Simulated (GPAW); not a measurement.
# Si/Ni(100): work function by functional and basis

Wanted: work functions and dipole of Si/Ni(100), with the cost of each level.

Main program and level: GPAW 26.7.0; GPAW, PAW setups; slab in vacuum, relaxation, in the first sound run; inputs show where later runs differ.

**1. The starting structure**

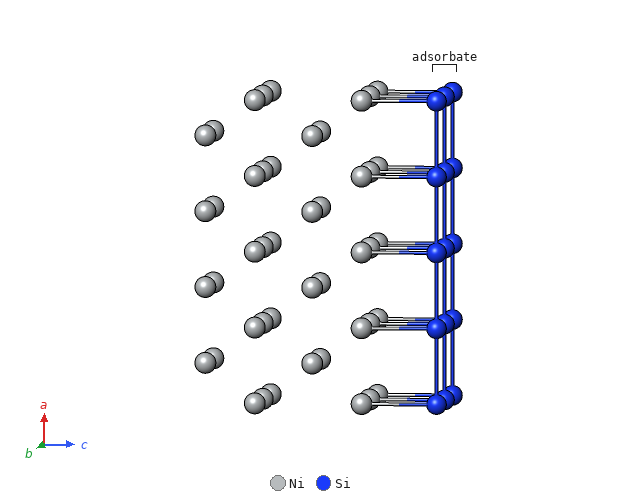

The cell as given, from the side, with the c axis across the page (nickel light grey, silicon blue). 4×2×1 cells are drawn. Some periodic images of atoms are drawn too.

The cell holds 5 atoms: 4 Ni and 1 Si. Cell: a = 2.489 Å, b = 2.489 Å, c = 23.748 Å, α = 90.0°, β = 90.0°, γ = 90.0°. Vacuum lies along c.

**2. Relaxing the atoms**

The atoms are relaxed first, since the surface dipole, and with it the work function, follows the positions of the outer layers. The lowest 2 atoms are held at bulk positions and keep their forces.

run.py

```python
import json
import numpy as np
from ase import Atoms
from ase.constraints import FixAtoms
from ase.optimize import BFGS
from gpaw import GPAW, PW

slab = Atoms(
    ['Ni', 'Ni', 'Ni', 'Ni', 'Si'],
    positions=[
        [1.24451, 1.24451, 8.00000],
        [0.00000, 0.00000, 9.76000],
        [1.24451, 1.24451, 11.52000],
        [0.00000, 0.00000, 13.28000],
        [0.00000, 0.00000, 15.74750]],
    cell=[[2.48902, 0.0, 0.0], [0.0, 2.48902, 0.0], [0.0, 0.0, 23.7475]],
    pbc=[True, True, False],
    magmoms=[0.7, 0.7, 0.7, 0.7, 0.0])

slab.calc = GPAW(mode=PW(400), xc='PBE', kpts={'size': (13, 13, 1), 'gamma': True},
                 occupations={'name': 'fermi-dirac', 'width': 0.1}, nbands='200%',
                 convergence={'density': 1e-05}, maxiter=200,
                 poissonsolver={'dipolelayer': 'xy'},
                 symmetry={'tolerance': 1e-3, 'extra_ids': [1, 1, 0, 0, 0]}, txt='slab.txt')
result = {}
slab.set_constraint(FixAtoms([0, 1]))
path = []
opt = BFGS(slab, maxstep=0.2)
opt.attach(lambda: path.append((slab.get_potential_energy(), slab.positions.tolist(), slab.get_forces().tolist())))
result['relaxed'] = bool(opt.run(fmax=0.03, steps=40))
result['path'] = path
energy = slab.get_potential_energy()
fermi = slab.calc.get_fermi_level()
v = slab.calc.get_electrostatic_potential().mean((0, 1)) - fermi
n = slab.calc.get_pseudo_density().mean((0, 1))
L = slab.cell[2, 2]
z = np.arange(len(v)) * L / len(v)
low, high = slab.positions[:, 2].min(), slab.positions[:, 2].max()
below, above = np.interp([low - 5.8, high + 5.8], z, v)
slopes = [np.interp(x, z, np.gradient(v, z)) for x in (low - 5.8, high + 5.8)]
eps = np.array([[slab.calc.get_eigenvalues(k, s) for k in range(len(slab.calc.get_ibz_k_points()))]
                for s in range(slab.calc.get_number_of_spins())]) - fermi
top, bottom = eps[eps < 0].max(), eps[eps > 0].min()
dipole = slab.get_dipole_moment()[2]
print(f'energy {energy:.4f} eV, Fermi level {fermi:.4f} eV, dipole {dipole:.5f} e A')
print(f'potential 5.8 A off the faces, from the Fermi level: lower {below:.4f} eV, upper {above:.4f} eV')
print(f'slope of the potential there: lower {slopes[0]:.5f}, upper {slopes[1]:.5f} eV/A')
print(f'nearest levels on the mesh: {top:.4f} and {bottom:.4f} eV')
print('magnetic moment', round(slab.get_magnetic_moment(), 3))
result.update(energy=energy, fermi=fermi, dipole=dipole, below=below, above=above, slopes=slopes, edges=[top, bottom],
              z=z.tolist(), v=v.tolist(), n=n.tolist(), positions=slab.positions.tolist(),
              forces=slab.get_forces(apply_constraint=False).tolist(), moments=slab.get_magnetic_moments().tolist())
json.dump(result, open('result.json', 'w'))
```

Started as:

```console
> OMP_NUM_THREADS=1 OPENBLAS_NUM_THREADS=1 python run.py
```

Output:

```text
Step          Energy          fmax
BFGS:    0      -32.864222        0.844613
BFGS:    1      -32.883340        0.794183
BFGS:    2      -32.921752        1.045200
BFGS:    3      -32.956461        0.318128
BFGS:    4      -32.961853        0.177970
BFGS:    5      -32.963319        0.167706
BFGS:    6      -32.964468        0.168529
BFGS:    7      -32.965871        0.092965
BFGS:    8      -32.966153        0.077049
BFGS:    9      -32.966425        0.085908
BFGS:   10      -32.966935        0.086121
BFGS:   11      -32.967871        0.100569
BFGS:   12      -32.968793        0.088020
BFGS:   13      -32.969345        0.041016
BFGS:   14      -32.969428        0.006796
energy -32.8524 eV, Fermi level 0.6098 eV, dipole 0.01853 e A
potential 5.8 A off the faces, from the Fermi level: lower 4.9401 eV, upper 4.3992 eV
slope of the potential there: lower -0.00003, upper 0.00008 eV/A
nearest levels on the mesh: -0.0138 and 0.0007 eV
magnetic moment 2.261
```

Wall time 1.5 h (1 thread of Arm Neoverse V2, shared host); peak memory 0.36 GiB.

The steps of the relaxation:

```tsv
step	energy less that of the first step (eV)	largest force (eV/Å)
1	0.0000	0.8446
2	-0.0192	0.7942
3	-0.0621	1.0452
4	-0.0938	0.3181
5	-0.0996	0.1780
6	-0.1013	0.1677
7	-0.1025	0.1685
8	-0.1037	0.0930
9	-0.1039	0.0770
10	-0.1041	0.0859
11	-0.1046	0.0861
12	-0.1057	0.1006
13	-0.1070	0.0880
14	-0.1078	0.0410
15	-0.1080	0.0068
```

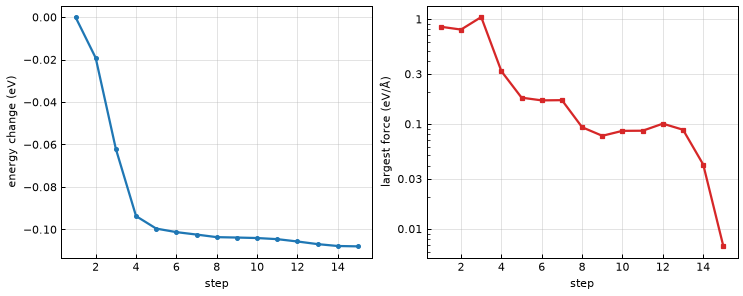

Energy and largest force along the relaxation.

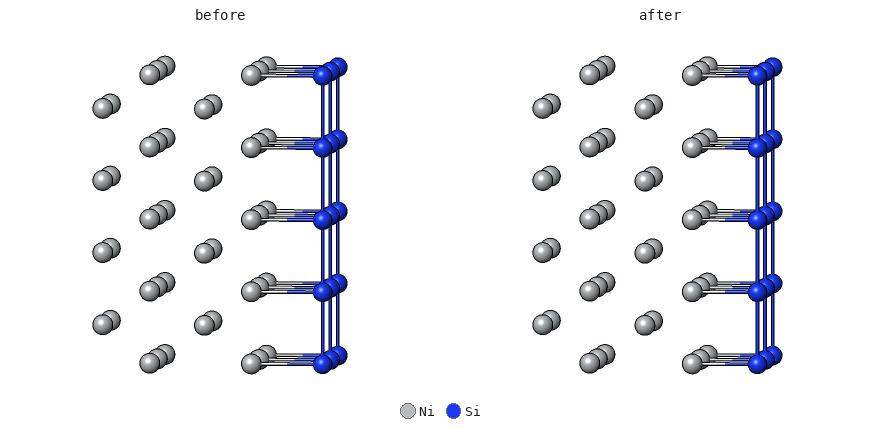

Before and after, at one scale.

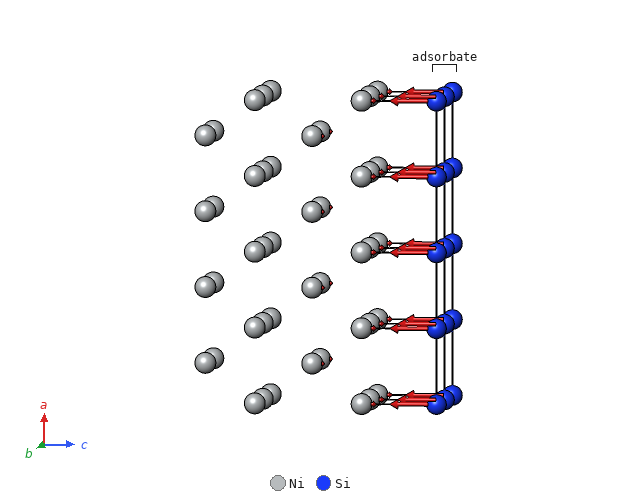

Displacements in the relaxation, exaggerated; the longest in the cell stands for 0.18 Å. 4×2×1 cells are drawn. Some periodic images of atoms are drawn too.

The atoms that moved most (Å):

```tsv
atom	dx	dy	dz	length
Si5	0.000	0.000	-0.178	0.178
Ni4	0.000	0.000	0.030	0.030
Ni3	0.000	0.000	0.019	0.019
```

The relaxed structure:

```cif
data_structure
_symmetry_space_group_name_H-M 'P 1'
_symmetry_Int_Tables_number 1
_cell_length_a 2.4890
_cell_length_b 2.4890
_cell_length_c 23.7475
_cell_angle_alpha 90.000
_cell_angle_beta 90.000
_cell_angle_gamma 90.000
_cell_volume 147.12
loop_
_atom_site_label
_atom_site_type_symbol
_atom_site_fract_x
_atom_site_fract_y
_atom_site_fract_z
_atom_site_occupancy
Ni1 Ni 0.50000 0.50000 0.33688 1
Ni2 Ni 0.00000 0.00000 0.41099 1
Ni3 Ni 0.50000 0.50000 0.48589 1
Ni4 Ni 0.00000 0.00000 0.56048 1
Si5 Si 0.00000 0.00000 0.65561 1
```

This step gave:

* dipole along the normal: 0.01853 e·Å
* levels nearest the Fermi level on the mesh: -0.01377, 7.48e-4 eV from the Fermi level
* upper work function: 4.399 eV
* lower work function: 4.940 eV
* site moments: 0.7748, 0.6881, 0.6088, 0.3252, -3.03e-4 μB
* sum of the site moments: 2.397 μB

The electrostatic potential energy of an electron (without an applied field's), less the Fermi level, planar mean oscillates, so the rows of the table below give means over windows of 1.8 Å about each position, cut where the curve ends. Its maxima inside the range that stand out by 2 % of the span (Å: eV): 8.9: -2.13, 10.6: -2.09, 12.4: -2.07, 14.4: 0.910. Its minima: 8.0: -15.6, 9.8: -15.9, 11.6: -15.9, 13.4: -15.6, 15.6: -21.2.

Table of electrostatic potential energy of an electron (without an applied field's), less the Fermi level, planar mean by z; means over each step:

```tsv
z (Å)	electrostatic potential energy of an electron (without an applied field's), less the Fermi level, planar mean (eV)
0.90	4.91
2.70	4.94
4.50	4.93
6.30	3.82
8.10	-8.02
9.90	-8.36
11.70	-8.34
13.50	-7.53
15.30	-10.7
17.10	2.22
18.90	4.39
20.70	4.40
22.50	4.40
```

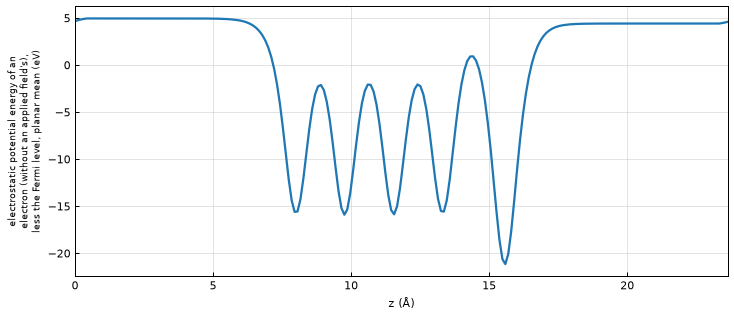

Electrostatic potential energy of an electron (without an applied field's), less the Fermi level, planar mean, plotted against z.

The pseudo valence density, planar mean oscillates, so the rows of the table below give means over windows of 1.7 Å about each position, cut where the curve ends. Its maxima inside the range that stand out by 2 % of the span (Å: e/Å³): 8.1: 3.27, 9.8: 3.35, 11.4: 3.18, 13.4: 3.29, 15.9: 0.318. Its minima: 8.9: 0.371, 10.6: 0.364, 12.5: 0.374, 14.4: 0.225.

Pseudo valence density, planar mean against z; means over each step:

```tsv
z (Å)	pseudo valence density, planar mean (e/Å³)
4.25	2.0e-4
5.95	0.0159
7.65	1.38
9.35	1.48
11.05	1.45
12.75	1.44
14.45	0.449
16.15	0.224
17.85	0.0116
19.55	9.3e-5
```

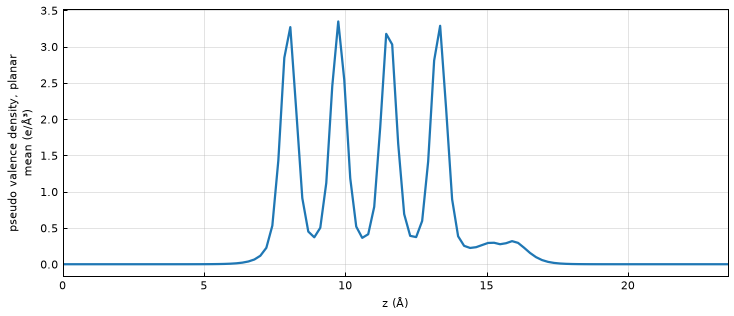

Pseudo valence density, planar mean, plotted against z.

Site moment by atom:

```tsv
atom	site moment (μB)
Ni1	0.775
Ni2	0.688
Ni3	0.609
Ni4	0.325
Si5	0.000
```

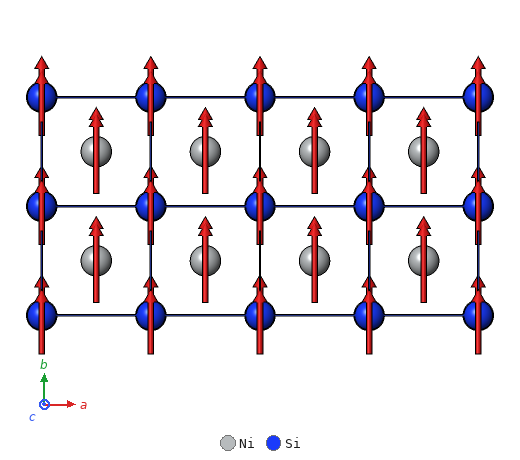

Site moment as arrows, the longest 0.775 μB. Up and down stand for the sign. Arrows give size and sign along the axis of quantisation, drawn up and down the page. Each arrow also spans its atom, so small moments look longer than they are. 4×2×1 cells are drawn. Some periodic images of atoms are drawn too.

The relaxation lowered the energy of the cell by 0.108 eV (energies extrapolated to zero smearing; the optimiser's log prints free energies). The largest force left on a free atom is 0.0068 eV/Å.

**3. The slab's potential**

With the geometry fixed, the planar mean of the potential gives the vacuum level on each side.

This step: GPAW, PAW setups; slab in vacuum (GPAW 26.7.0).

Edit run.py of step 2 so:

```diff
@@ -3,4 +3,2 @@
 from ase import Atoms
-from ase.constraints import FixAtoms
-from ase.optimize import BFGS
 from gpaw import GPAW, PW
@@ -12,5 +10,5 @@
         [0.00000, 0.00000, 9.76000],
-        [1.24451, 1.24451, 11.52000],
-        [0.00000, 0.00000, 13.28000],
-        [0.00000, 0.00000, 15.74750]],
+        [1.24451, 1.24451, 11.53873],
+        [-0.00000, -0.00000, 13.31001],
+        [-0.00000, 0.00000, 15.56912]],
     cell=[[2.48902, 0.0, 0.0], [0.0, 2.48902, 0.0], [0.0, 0.0, 23.7475]],
@@ -23,10 +21,4 @@
                  poissonsolver={'dipolelayer': 'xy'},
-                 symmetry={'tolerance': 1e-3, 'extra_ids': [1, 1, 0, 0, 0]}, txt='slab.txt')
+                 symmetry={'tolerance': 1e-3}, txt='slab.txt')
 result = {}
-slab.set_constraint(FixAtoms([0, 1]))
-path = []
-opt = BFGS(slab, maxstep=0.2)
-opt.attach(lambda: path.append((slab.get_potential_energy(), slab.positions.tolist(), slab.get_forces().tolist())))
-result['relaxed'] = bool(opt.run(fmax=0.03, steps=40))
-result['path'] = path
 energy = slab.get_potential_energy()
```

Output:

```text
energy -32.8524 eV, Fermi level 0.6098 eV, dipole 0.01851 e A
potential 5.8 A off the faces, from the Fermi level: lower 4.9401 eV, upper 4.3991 eV
slope of the potential there: lower -0.00003, upper 0.00008 eV/A
nearest levels on the mesh: -0.0138 and 0.0007 eV
magnetic moment 2.261
```

Wall time 8.6 min (1 thread); peak memory 0.36 GiB.

Numbers from this step:

```
dipole along the normal                    : 0.01851 e·Å
levels nearest the Fermi level on the mesh : -0.01377, 7.47e-4 eV from the Fermi level
site moments                               : 0.7748, 0.6880, 0.6088, 0.3251, -3.06e-4 μB
sum of the site moments                    : 2.396 μB
```

The electrostatic potential energy of an electron (without an applied field's), less the Fermi level, planar mean oscillates, so the rows of the table below give means over windows of 1.8 Å about each position, cut where the curve ends. Its maxima inside the range that stand out by 2 % of the span (Å: eV): 8.9: -2.13, 10.6: -2.09, 12.4: -2.07, 14.4: 0.910. Its minima: 8.0: -15.6, 9.8: -15.9, 11.6: -15.9, 13.4: -15.6, 15.6: -21.2.

Electrostatic potential energy of an electron (without an applied field's), less the Fermi level, planar mean against z; means over each step:

(Unchanged from step 2.)

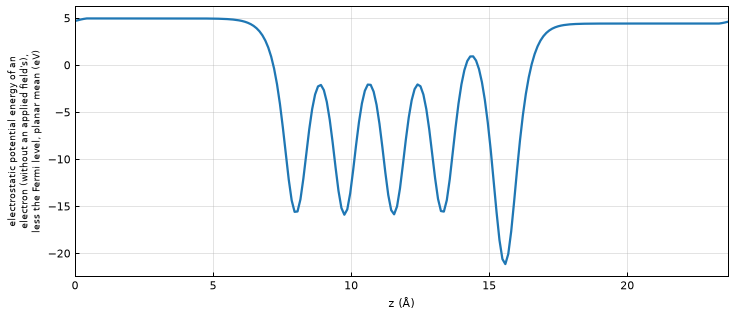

Electrostatic potential energy of an electron (without an applied field's), less the Fermi level, planar mean, plotted against z.

The pseudo valence density, planar mean oscillates, so the rows of the table below give means over windows of 1.7 Å about each position, cut where the curve ends. Its maxima inside the range that stand out by 2 % of the span (Å: e/Å³): 8.1: 3.27, 9.8: 3.35, 11.4: 3.18, 13.4: 3.29, 15.9: 0.318. Its minima: 8.9: 0.371, 10.6: 0.364, 12.5: 0.374, 14.4: 0.225.

Table of pseudo valence density, planar mean by z; means over each step:

```tsv
z (Å)	pseudo valence density, planar mean (e/Å³)
4.25	2.0e-4
5.95	0.0159
7.65	1.38
9.35	1.48
11.05	1.45
12.75	1.44
14.45	0.449
16.15	0.224
17.85	0.0116
19.55	9.3e-5
```

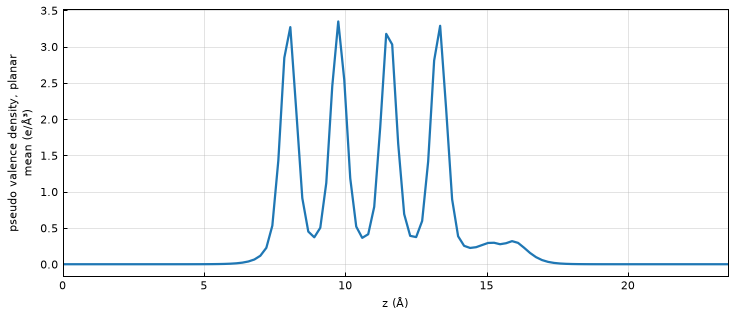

Pseudo valence density, planar mean, plotted against z.

Force by atom:

```tsv
atom	x (eV/Å)	y (eV/Å)	z (eV/Å)	size
Ni1	0.000	0.000	0.268	0.268
Ni2	0.000	0.000	-0.273	0.273
Ni3	0.000	0.000	0.001	0.001
Ni4	0.000	0.000	0.007	0.007
Si5	0.000	0.000	-0.003	0.003
```

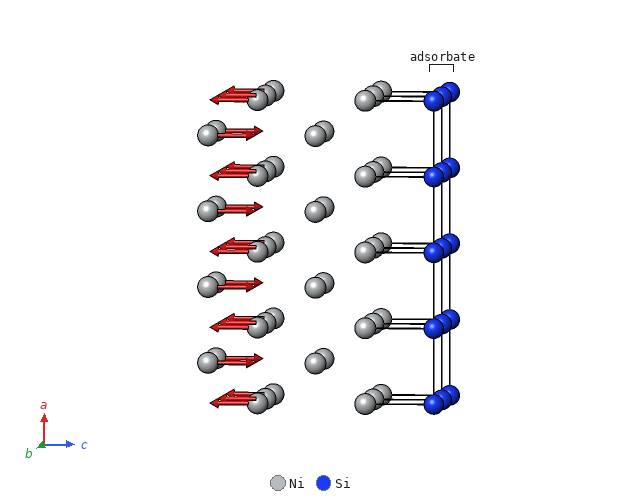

Force as arrows, the longest 0.273 eV/Å. 4×2×1 cells are drawn. Some periodic images of atoms are drawn too.

The potential is flat to 7.6e-5 eV/Å where it is read, so the vacuum is wide enough.

**4. Self-consistent run: xc = "RPBE"**

The same geometry under RPBE, to see how far the functional moves the levels against the vacuum.

Edit run.py of step 3 so:

```diff
@@ -17,3 +17,3 @@
 
-slab.calc = GPAW(mode=PW(400), xc='PBE', kpts={'size': (13, 13, 1), 'gamma': True},
+slab.calc = GPAW(mode=PW(400), xc='RPBE', kpts={'size': (13, 13, 1), 'gamma': True},
                  occupations={'name': 'fermi-dirac', 'width': 0.1}, nbands='200%',
```

Output:

```text
energy -30.6859 eV, Fermi level 0.7370 eV, dipole 0.01545 e A
potential 5.8 A off the faces, from the Fermi level: lower 4.7734 eV, upper 4.3217 eV
slope of the potential there: lower -0.00004, upper 0.00007 eV/A
nearest levels on the mesh: -0.0001 and 0.0030 eV
magnetic moment 2.291
```

Elapsed: 8.5 min, on 1 thread; peak memory 0.35 GiB.

Numbers from this step:

```
dipole along the normal                    : 0.01545 e·Å
levels nearest the Fermi level on the mesh : -1.20e-4, 0.002993 eV from the Fermi level
upper work function                        : 4.322 eV
lower work function                        : 4.773 eV
site moments                               : 0.7830, 0.6966, 0.6202, 0.3406, -2.14e-4 μB
sum of the site moments                    : 2.440 μB
```

The electrostatic potential energy of an electron (without an applied field's), less the Fermi level, planar mean oscillates, so the rows of the table below give means over windows of 1.8 Å about each position, cut where the curve ends. Its maxima inside the range that stand out by 2 % of the span (Å: eV): 8.9: -2.30, 10.6: -2.25, 12.4: -2.24, 14.4: 0.804. Its minima: 8.0: -15.7, 9.8: -16.0, 11.6: -16.0, 13.4: -15.7, 15.6: -21.3.

Electrostatic potential energy of an electron (without an applied field's), less the Fermi level, planar mean against z; means over each step:

```tsv
z (Å)	electrostatic potential energy of an electron (without an applied field's), less the Fermi level, planar mean (eV)
0.90	4.75
2.70	4.77
4.50	4.76
6.30	3.64
8.10	-8.17
9.90	-8.51
11.70	-8.49
13.50	-7.67
15.30	-10.8
17.10	2.15
18.90	4.31
20.70	4.32
22.50	4.32
```

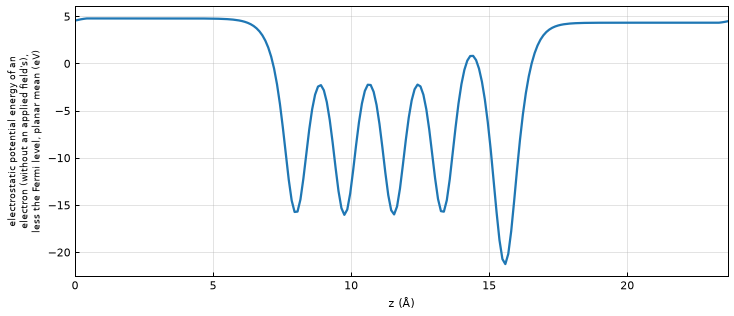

Electrostatic potential energy of an electron (without an applied field's), less the Fermi level, planar mean, plotted against z.

The pseudo valence density, planar mean oscillates, so the rows of the table below give means over windows of 1.7 Å about each position, cut where the curve ends. Its maxima inside the range that stand out by 2 % of the span (Å: e/Å³): 8.1: 3.27, 9.8: 3.35, 11.4: 3.18, 13.4: 3.29, 15.9: 0.318. Its minima: 8.9: 0.370, 10.6: 0.363, 12.5: 0.374, 14.4: 0.225.

Pseudo valence density, planar mean against z; means over each step:

```tsv
z (Å)	pseudo valence density, planar mean (e/Å³)
4.25	2.2e-4
5.95	0.0158
7.65	1.38
9.35	1.48
11.05	1.45
12.75	1.44
14.45	0.449
16.15	0.225
17.85	0.0115
19.55	9.7e-5
```

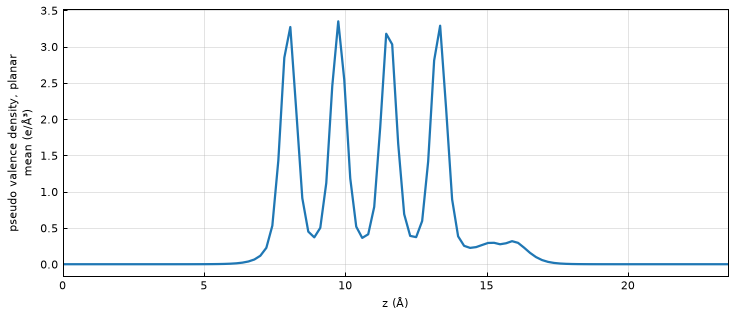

Pseudo valence density, planar mean against z.

Force by atom:

```tsv
atom	x (eV/Å)	y (eV/Å)	z (eV/Å)	size
Ni1	0.000	0.000	0.026	0.026
Ni2	0.000	0.000	-0.265	0.265
Ni3	0.000	0.000	0.000	0.000
Ni4	0.000	0.000	0.082	0.082
Si5	0.000	0.000	0.157	0.157
```

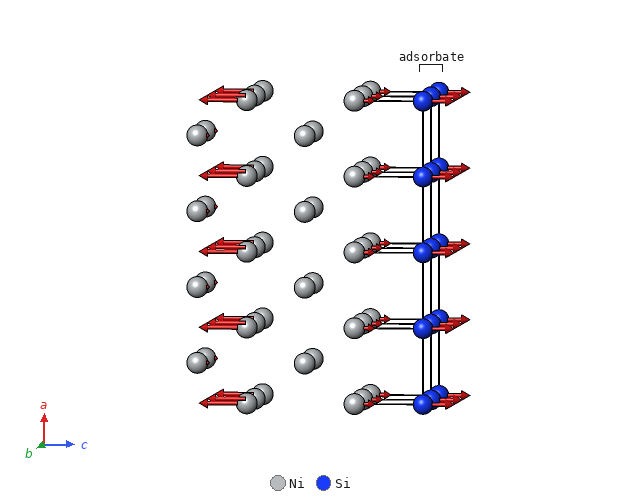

Force as arrows, the longest 0.265 eV/Å. 4×2×1 cells are drawn. Some periodic images of atoms are drawn too.

The upper face's work function is 4.322 eV, against 4.399 eV in the first plane-wave PBE run at this geometry.

(Continued in part 2 of 2.)

[Logs are printed without paths, hosts, clocks, repeated set-up lines and the standing remarks that a program may print on its own settings, such as how far it seeks lower states.]

[Hosts, paths, dates, database ids (printed as entryN), source tags and the programs' standing remarks are cut or masked in the printed files.]
